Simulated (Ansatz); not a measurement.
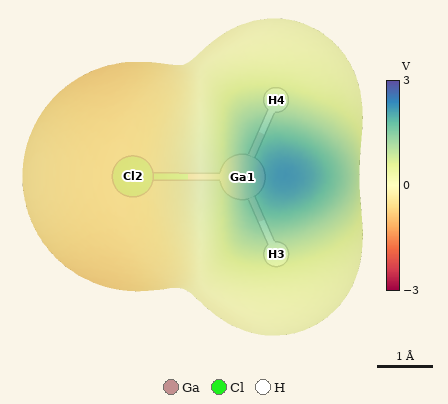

The picture shows: ClGaH2. The molecular electrostatic potential painted on the density surface at 0.001 e/bohr³, seen at a tilt; the colour scale runs from red (negative) to blue (positive).

All numbers below come from Ansatz 0.2.0, RKS PBE0/def2-SVP.

### Describe the electrostatic potential map.

The most negative region (about −0.7 V) lies over Cl2, the most positive (about +2.2 V) over Ga1.
